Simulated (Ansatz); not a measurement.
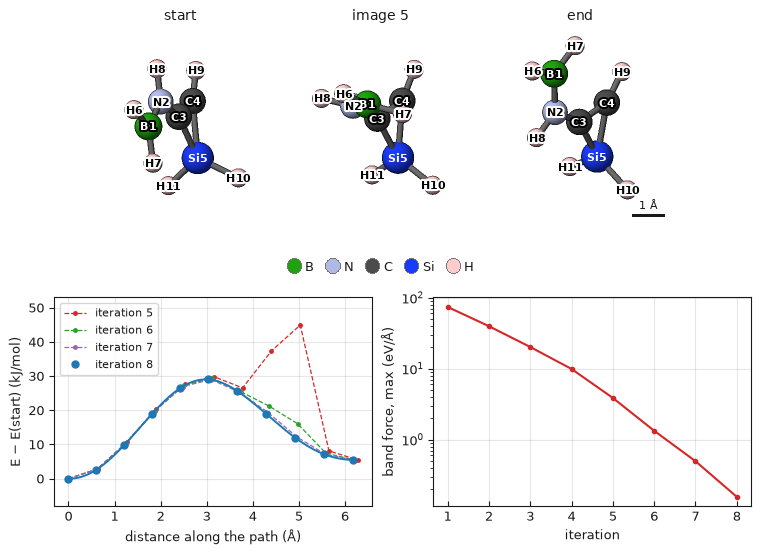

A search for the minimum-energy path of C2H6BNSi by the nudged elastic band. Images are numbered from 0 (start) to 10 (end). The plot follows the band through its iterations. A ball-and-stick model, seen from a free direction.

The calculation used RKS PBE0-D4/STO-3G (Ansatz 0.2.0). Set-up: 9 movable images; climbing image; force threshold 0.2 eV/Å; iteration limit 60; starting path through a guess of the saddle point.

Judge this run.

Answer. The run is converged, with reservations. The band converged in 8 iterations. The largest component of the band force went from 74 to 0.16 eV/Å. The climbing image converged on the top of the path. Its curvatures weren't checked. The force threshold is loose. The first iteration put the highest image at 2305.8 kJ/mol. Forward barrier 29.0 kJ/mol, backward barrier 23.5 kJ/mol, with image 5 at the top; the reaction energy is +5.5 kJ/mol.

Limits of the set-up: STO-3G is a minimal basis, so the numbers are rough.

Cost: 2 min on 1 thread of Intel(R) Xeon(R) Platinum 8488C (Sapphire Rapids) (shared host), peak memory 0.2 GiB.
